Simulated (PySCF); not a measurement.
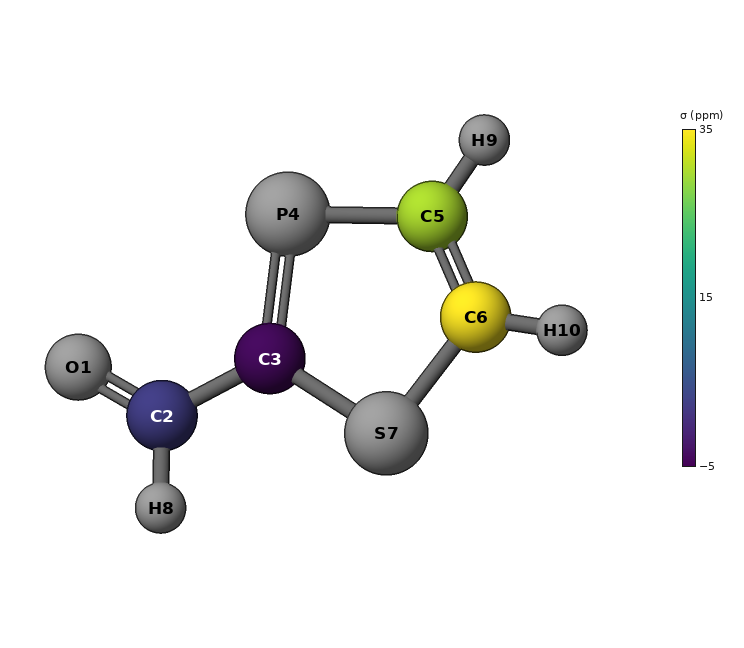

Atoms are coloured by their isotropic NMR shieldings (C only, the others grey). The geometry was computed by an optimisation with GFN2-xTB. No frequency run is at hand to confirm it as a minimum. Properties computed with GIAO PBE0/pcSseg-1 NMR shielding, non-relativistic, gas phase (PySCF 2.14.0).

Q: Which C atom is the most shielded (lowest chemical shift)?

A: C6 (35.0 ppm).

Q: Which C atom is the least shielded (highest chemical shift)?

A: C3 (−3.8 ppm).

Q: How wide is the range of C shifts?

A: 38.8 ppm.

Give the isotropic NMR shieldings of the C atoms atom by atom.

```json
{"atom": "C2", "σ (ppm)": "2.5"}
{"atom": "C3", "σ (ppm)": "−3.8"}
{"atom": "C5", "σ (ppm)": "30.1"}
{"atom": "C6", "σ (ppm)": "35.0"}
```

The geometry is semi-empirical. Around P such bond lengths and angles can be off by a tenth of an ångström or more and by several degrees, and values that hang on the shape move with them.
